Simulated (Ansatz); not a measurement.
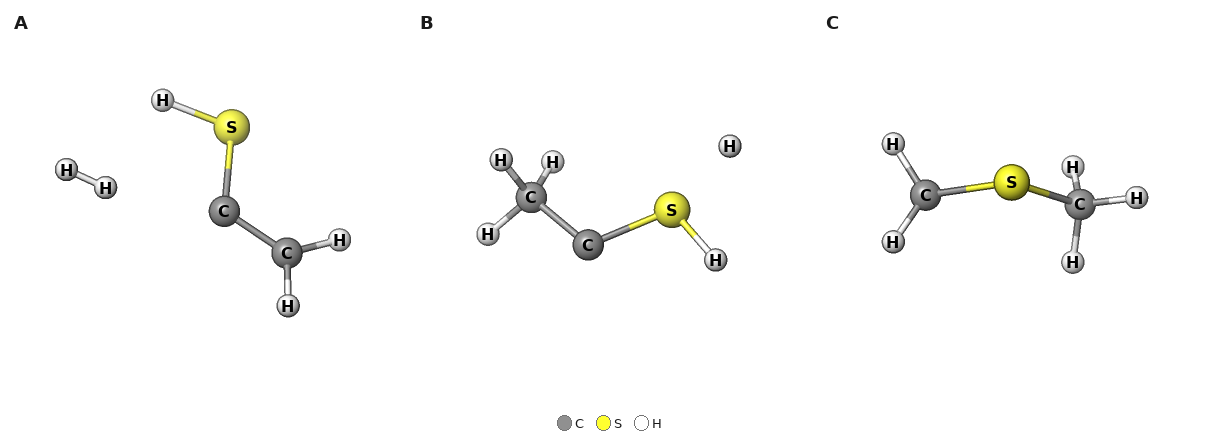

3 stationary structures of one formula. State: charge −1, singlet. Geometries: PBE0-D4/def2-TZVPD. Electronic energies: RHF-CCSD(T) (frozen core)/def2-TZVPPD (Ansatz 0.2.0), without zero-point energy. No frequency run is at hand to confirm each as a minimum. Each is one conformer, not always the lowest.

> Rank them by energy, lowest first.

C is lowest (Cs); A lies 1.056 eV above it (Cs), B lies 3.056 eV above it (C1).
